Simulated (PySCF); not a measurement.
Fe(CO)5, SMILES [O+]#[C-]->[Fe](<-[C-]#[O+])(<-[C-]#[O+])(<-[C-]#[O+])<-[C-]#[O+] (C₅FeO₅), singlet at its PBE0/def2-SVP optimised geometry (Å):

```
11

Fe    -0.7298    -0.0031     0.0000
O      2.2032    -0.0022    -0.0007
C      1.0601    -0.0031     0.0000
O     -0.7253    -0.0006    -2.9387
C     -0.7277    -0.0018    -1.7992
O     -0.7290    -0.0105     2.9388
C     -0.7293    -0.0070     1.7992
O     -2.1922     2.5393    -0.0012
C     -1.6222     1.5484     0.0000
O     -2.2032    -2.5393    -0.0017
C     -1.6288    -1.5509    -0.0013
```

Calculation: PySCF with PBE0/def2-TZVP. Cells within 0.4 Å of a nucleus heavier than hydrogen are left out (blank, or x).

Map of the deformation density (molecule minus spherical neutral atoms) (e/bohr³) on the plane z = 0.0 Å:

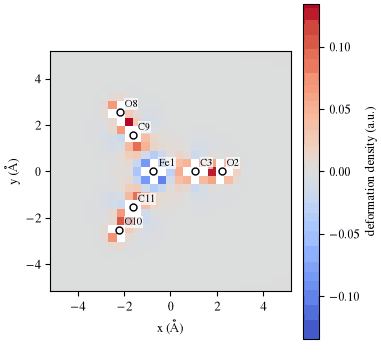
Figure. Deformation density (molecule minus spherical neutral atoms) (e/bohr³) on the plane z = 0.0 Å.
